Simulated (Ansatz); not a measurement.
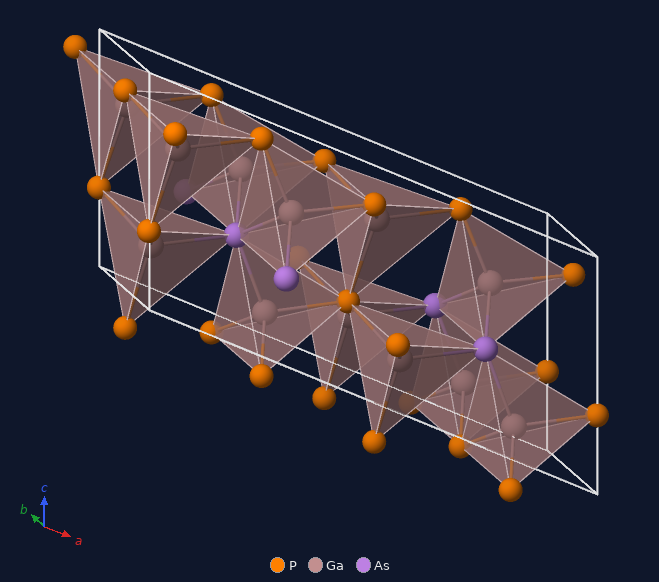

The image is a polyhedral drawing of a crystal, viewed slightly off an axis. The edges of the conventional unit cell are marked. Some neighbours outside the box are added.

Ga4AsP3, space group Cm (No. 8), a = 14.452 Å, b = 3.881 Å, c = 6.717 Å, α = 90.00°, β = 117.68°, γ = 90.00°. It derives from a structure type filled with these elements by a generator (whether the compound takes this form wasn't checked). Earlier steps of the study, as a rule a relaxation of our own, may have changed the cell and positions, so they can lie some per cent off the listed ones. It was the input of a calculation with Ansatz.

This one geometry was computed with Ansatz (DFT, plane waves, PAW) at four levels of theory: r2SCAN, HSE06, PBE0 and PBE. It was relaxed beforehand with r2SCAN.

Which level gives the highest pressure at this volume, and what does that say about its equilibrium volume?

Highest: PBE (2.5 GPa), which points to the largest equilibrium volume. Lowest, with the smallest volume: r2SCAN (0.0 GPa). Levels within 0.5 GPa of each other can't be told apart.

How does the band gap change with the level of theory?

PBE: a gap of 1.14 eV, direct; r2SCAN: a gap of 1.51 eV, direct; HSE06: a gap of 1.93 eV, direct; PBE0: a gap of 2.58 eV, direct.

Collect the results in a table.

| level | cutoff (eV) | k-mesh of the run's cell | gap (eV) | pressure (GPa) |
| --- | --- | --- | --- | --- |
| r2SCAN | 500 | 8×8×4 | 1.51 | 0.0 |
| HSE06 | 420 | 4×4×4 | 1.93 | 0.7 |
| PBE0 | 420 | 4×4×4 | 2.58 | 0.5 |
| PBE | 420 | 8×8×4 | 1.14 | 2.5 |

Gaps are taken on the k-mesh or band path of each run.
